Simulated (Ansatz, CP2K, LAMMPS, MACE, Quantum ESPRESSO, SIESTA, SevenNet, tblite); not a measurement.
# tblite on Li+ BF4- in gamma-butyrolactone and acetonitrile and diethyl carbonate at 360 K (102 atoms): settings against a plane-wave reference

Aim: run Li+ BF4- in gamma-butyrolactone and acetonitrile and diethyl carbonate at 360 K (102 atoms) in tblite and see how near its forces come to a plane-wave reference, and at what cost.

Program: tblite 0.8.0. Level of theory: the method is named at each step. Results are calculated unless marked as measured.

**1. The starting structure**

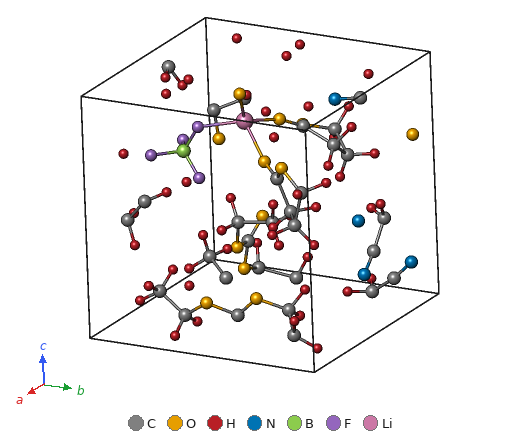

The cell as given, slightly off an axis (carbon grey, oxygen orange, hydrogen red, nitrogen blue, boron green, fluorine purple, lithium pink). Bonds to atoms that aren't drawn are left out. Some periodic images of atoms are drawn too.

The cell holds 102 atoms: 30 C, 12 O, 50 H, 4 N, 1 B, 4 F and 1 Li. Cell: a = 10.567 Å, b = 10.567 Å, c = 10.567 Å, α = 90.0°, β = 90.0°, γ = 90.0°. 3 gamma-butyrolactone, 4 acetonitrile, 2 diethyl carbonate, 1 Li+, 1 BF4- placed at random, at 1.06 g/cm³; overlaps pushed apart, then 10 ps at 550 K with stiff harmonic cages for PF6 and BF4 with UFF radii; Joung-Cheatham ions (J. Phys. Chem. B 112, 9020 (2008)); MMFF94 bonds, angles, torsions, charges and radii (Halgren, J. Comput. Chem. 17, 490 (1996)) in harmonic and 12-6 forms; charges of ions scaled by 0.8. Snapshot after 30 ps at 360 K and fixed volume.

The yardstick, on the same geometry:

```
method                                           : Kohn-Sham DFT, PBE, PAW, plane waves (Ansatz 0.2.0); cutoff 420 eV, Γ point, fermi-dirac smearing of 0.05 eV; PAW set soft_2
r.m.s. force component                           : 1.004 eV/Å
longest force                                    : 3.721 eV/Å
pressure                                         : 2.747 GPa
gap (highest filled to lowest empty level) : 4.334 eV
SCF cycles                                       : 10
time                                             : 5.8 s on 8 threads of Arm Neoverse V2, shared host
CPU time                                         : 40 s
```

**2. GFN2-xTB**

Method: GFN2-xTB tight binding, diagonalisation.

run.py reads:

```python
import numpy as np
from ase.io import read
from tblite.ase import TBLite

atoms = read("structure.xyz")
atoms.calc = TBLite(method="GFN2-xTB", electronic_temperature=580, accuracy=1.0, max_iterations=250, mixer_damping=0.4, verbosity=1)
energy = atoms.get_potential_energy()
forces = atoms.get_forces()
print(f"energy {energy:.6f} eV")
print("forces (eV/A)")
for i, (a, f) in enumerate(zip(atoms, forces)):
    print(f"{i:4d} {a.symbol:2s} {f[0]:10.5f} {f[1]:10.5f} {f[2]:10.5f}")
stress = -atoms.get_stress(voigt=False) * 160.21766
print("stress (GPa, compression positive)")
for row in stress:
    print(" ".join(f"{x:10.4f}" for x in row))
print("charges (e)")
print(np.array2string(atoms.get_charges(), precision=4, suppress_small=True, max_line_width=110, threshold=100000))
```

structure.xyz reads:

```xyz
102
Lattice="10.56699 0.00000 0.00000 0.00000 10.56699 0.00000 0.00000 0.00000 10.56699" Properties=species:S:1:pos:R:3 pbc="T T T"
C 0.94374 4.38076 0.12881
C 1.54289 2.95464 0.56206
O 2.89092 3.03864 0.97692
C 3.03347 3.35967 2.27391
O 2.12312 3.56499 3.08736
O 4.34906 3.57946 2.46073
C 4.80006 3.92733 3.74927
C 4.62950 5.45035 3.90197
H 0.07513 4.45747 10.03970
H 0.78787 4.86536 1.05416
H 1.78646 4.78642 10.15181
H 0.95515 2.58426 1.40361
H 1.34655 2.20945 10.41102
H 4.35899 3.36527 4.58142
H 5.88708 3.75350 3.72423
H 5.14243 6.01262 3.13892
H 3.60725 5.74717 3.89341
H 5.07754 5.77412 4.87223
C 7.96075 1.90438 1.48075
C 7.89365 3.01719 0.57104
O 8.11767 4.18463 1.33841
C 7.55371 5.32418 0.77805
O 6.98394 5.47201 10.27302
O 7.71517 6.32223 1.69812
C 7.19454 7.54050 1.20400
C 8.25282 8.35035 0.55593
H 7.03973 2.02939 2.13855
H 7.97406 0.95536 0.94268
H 8.88916 1.91305 2.01248
H 8.79892 3.02396 10.52948
H 6.97252 3.06316 10.56414
H 6.25027 7.52253 0.64194
H 6.87192 8.15856 2.07567
H 8.92932 7.79527 10.46407
H 7.87780 9.21716 10.55167
H 8.86930 8.74006 1.43045
O 1.59171 10.51426 7.46452
C 0.81831 0.69626 6.89306
C 0.41898 1.93703 7.44835
C 10.50792 2.79423 6.34918
C 10.19789 1.78202 5.29850
O 0.51377 0.71031 5.54249
H 10.25960 1.73890 8.20432
H 1.22419 2.49941 7.93687
H 9.72765 3.40807 6.58577
H 0.75078 3.45974 6.07158
H 9.12417 1.47304 5.20350
H 10.39855 2.19202 4.32126
O 4.04536 5.63369 8.24331
C 3.07838 6.19236 7.70841
C 3.03801 7.57907 7.07555
C 1.79206 7.50827 6.21910
C 0.98231 6.48951 6.92941
O 1.95574 5.52833 7.32557
H 2.84823 8.35109 7.89555
H 3.89901 7.78069 6.46256
[... 42 atom lines left out ...]
F 5.52474 1.87469 7.29175
F 7.04491 3.43829 6.33502
F 6.84762 3.35407 8.49269
Li 5.81903 4.99502 8.65289
```

Started as:

```
> OMP_NUM_THREADS=1 python run.py > output.txt
```

Log:

```text
------------------------------------------------------------
  cycle        total energy    energy error   density error
------------------------------------------------------------
      1     -168.9910790524  -1.7089276E+02   2.2376881E-01
      2     -170.4794575397  -1.4883785E+00   1.1220397E-01
      3     -170.6132541214  -1.3379658E-01   7.7185866E-02
      4     -170.8015581225  -1.8830400E-01   3.0224944E-02
      5     -170.8424566444  -4.0898522E-02   1.0915187E-02
      6     -170.8433383169  -8.8167247E-04   6.3993129E-03
      7     -170.8456675697  -2.3292529E-03   2.4952639E-03
      8     -170.8460128384  -3.4526862E-04   9.6797167E-04
      9     -170.8460227796  -9.9412304E-06   4.7896263E-04
     10     -170.8460243380  -1.5583921E-06   2.6116279E-04
     11     -170.8460269881  -2.6500795E-06   1.3816319E-04
     12     -170.8460272771  -2.8902193E-07   6.5861239E-05
     13     -170.8460274073  -1.3020096E-07   2.7334813E-05
     14     -170.8460274044   2.8544207E-09   1.3807996E-05
------------------------------------------------------------
 total:                                   7.118 sec
energy -4648.957202 eV
forces (eV/A)
   0 C     1.67260   -1.75215   -0.25941
   1 C    -2.07982    1.29561    0.49001
   2 O    -0.57315    0.08561    0.31413
   3 C    -1.05754    1.32888    1.11194
   4 O     2.30884   -0.79345   -1.80725
   5 O    -1.00688   -1.08543   -0.10771
   6 C     0.84569    1.33022    0.08159
   7 C     0.81920   -0.01299    1.52173
   8 H     0.09349   -0.71600    0.35583
   9 H    -0.26483    0.95198    0.64449
  10 H     0.09292    0.63331   -0.09309
  11 H    -0.13432    0.15645    0.49402
  12 H     0.68090   -0.76094   -1.39816
  13 H    -0.18317    0.09719   -0.36932
  14 H    -0.23086   -0.30385    0.09740
  15 H     0.21639   -0.12477   -0.46409
  16 H    -0.85133    0.02716   -0.01143
  17 H    -0.34450   -0.34127   -0.49215
  18 C    -1.57297   -1.85784    1.59591
  19 C     1.33994    1.30134   -1.43686
  20 O    -1.97487    2.86771   -1.07065
  21 C     0.23283   -0.13825    0.73012
  22 O     1.08546   -0.93042    2.01768
  23 O    -0.82367   -1.16473   -1.53945
[...]
94 H    -0.41690   -0.16798   -0.14517
  95 H    -1.18305   -0.00294   -0.44650
  96 B     0.93732   -1.17111    0.97125
  97 F    -0.47172    0.05782    0.24832
  98 F     0.49323    0.75394   -0.34752
  99 F    -0.51297    0.58351   -1.41612
 100 F    -0.70674   -0.09340   -0.08919
 101 Li    0.34637    0.23619   -0.02014
stress (GPa, compression positive)
   -0.6085     0.9526    -0.5289
    0.9526    -0.2513    -0.0431
   -0.5289    -0.0431     0.0099
charges (e)
[-0.1035  0.0882 -0.2478  0.485  -0.4614 -0.2597  0.0978 -0.0925  0.0419  0.0574  0.0502  0.049   0.0562
  0.0573  0.0634  0.0428  0.0468  0.0404 -0.0965  0.0897 -0.2751  0.4749 -0.3858 -0.2543  0.0851 -0.0854
  0.0563  0.0567  0.0513  0.0415  0.0742  0.0715  0.0552  0.0411  0.0506  0.0408 -0.4231  0.365  -0.0761
 -0.0561  0.0893 -0.2655  0.0812  0.0765  0.0646  0.0462  0.0497  0.056  -0.3549  0.3628 -0.0793 -0.0582
  0.0917 -0.244   0.1009  0.0795  0.0656  0.0568  0.0401  0.0425 -0.3457  0.3605 -0.0816 -0.0563  0.0805
 -0.2428  0.0779  0.0774  0.0463  0.0617  0.0493  0.0719 -0.0875  0.1407 -0.2603  0.0836  0.0694  0.0537
 -0.094   0.1248 -0.2597  0.0765  0.0712  0.0878 -0.09    0.132  -0.2705  0.085   0.0771  0.0662 -0.1046
  0.1311 -0.276   0.087   0.0782  0.0974  0.7114 -0.4282 -0.3945 -0.3764 -0.372   0.5272]
```

The job ended after 7.6 s (1 thread of Arm Neoverse V2, shared host; peak memory 0.16 GiB).

Banners, paths, timers and routine set-up lines are dropped from the logs unmarked, and long logs keep their key lines alone; longer cuts are marked.

Numbers from this run, and their distance from the reference:

```yaml
r_m_s_force_component: 0.9774 eV/Å
r_m_s_difference_of_force_components: 437.9 meV/Å
longest_difference_of_force_vectors: 2120 meV/Å
force_difference_over_r_m_s_force: 43.61 %
slope_of_forces_against_the_reference_s: 0.8785
correlation_of_force_components: 0.9027
pressure: -0.2833 GPa
pressure_difference: -3.031 GPa
```

Length of the force difference by element (eV/Å):

```
element  atoms  mean  most
      B      1  0.48  0.48
      C     30  0.72   1.5
      F      4   1.1   1.4
      H     50  0.21  0.41
     Li      1  0.21  0.21
      N      4   2.1   2.1
      O     12   1.0   1.5
```

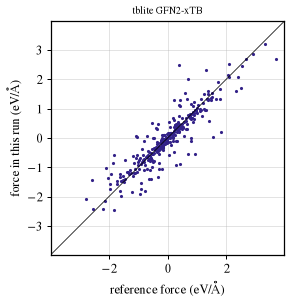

Force components against those of the reference; the line marks equality.

The surroundings of O21, which bears the longest force, nearest first, numbered as they follow in the input and with coordinates relative to it.

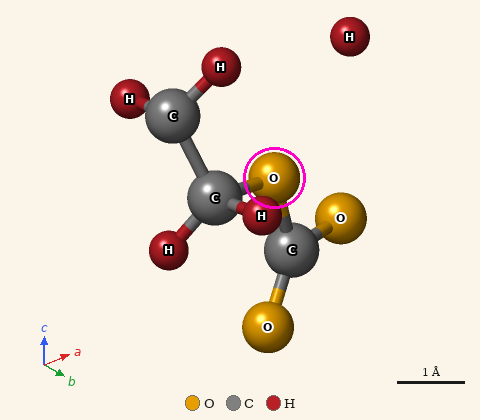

The atoms of the table, within 2.5 Å (arrows a, b, c point along x, y, z); some may hide others; the central atom is ringed.

```
atom      x      y      z  distance (Å)  bonds  Mulliken charge (e)     Fx     Fy  Fz (eV/Å)
 O21   0.00   0.00   0.00          0.00      2                -0.28  -1.97   2.87      -1.07
 C22  -0.56   1.14  -0.56          1.39      3                 0.47   0.23  -0.14       0.73
 C20  -0.22  -1.17  -0.77          1.41      4                 0.09   1.34   1.30      -1.44
 H30   0.68  -1.16  -1.38          1.92      1                 0.04  -0.17  -0.41      -1.07
 H31  -1.15  -1.12  -1.34          2.09      1                 0.07   0.11   0.14       0.11
 O24  -0.40   2.14   0.36          2.20      2                -0.25  -0.82  -1.16      -1.54
 C19  -0.16  -2.28   0.14          2.29      4                -0.10  -1.57  -1.86       1.60
 O23  -1.13   1.29  -1.63          2.37      2                -0.39   1.09  -0.93       2.02
 H84   1.42   0.05   1.97          2.43      1                 0.09   0.24   1.08       0.47
 H29   0.77  -2.27   0.67          2.49      1                 0.05   0.30   0.15       0.78
 H27  -1.08  -2.16   0.80          2.54      1                 0.06   1.32  -0.84      -0.33
```

Atoms are counted from 1 here, from 0 in the log.

Forces lie 44 % from the reference's, at 0.19 times its CPU time (on 1 against 8 cores).

Left out of this page: tblite IPEA1-xTB (killed or ended with an error).

**3. What came out**

| Quantity | Value |
| --- | --- |
| force difference from the reference | tblite GFN2-xTB, 44 % |
| its CPU time | 7.6 s |

Tight binding differs by 44 % (tblite GFN2-xTB); it is another model, with fitted parameters of its own, and the xTB methods hold dispersion. One electronic-structure run takes under half the reference's CPU time: tblite GFN2-xTB, at 44 % in 7.6 s against 40 s; its pressure misses by -3.0 GPa. Periodic xTB results under one method name differ between programs and library versions. The network of contacts between molecules at the start is that of the classical potential that made the cell, and needn't be the one that DFT or experiment would give. The reference's PBE has no dispersion term, which matters for the binding between molecules or layers. The density was typed from a rule of thumb and may lie off the real one at this temperature. The electronic-structure runs sample only Γ, in a cell whose shortest periodic width is 11 Å.

[Also dropped from logs without a mark: logging warnings of Python, and SIESTA's first energy breakdown and zero terms.]

[Logs are printed without paths, hosts, clocks, repeated set-up lines and the standing remarks that a program may print on its own settings, such as how far it seeks lower states.]

[Hosts, paths, dates, database ids (printed as entryN), source tags and the programs' standing remarks are cut or masked in the printed files.]

[The MMFF94 radii named for the starting cell were scaled by 0.96; in molecules described by MMFF94, hydrogen bound to N, O or S took a small fixed 12-6 site in their place.]
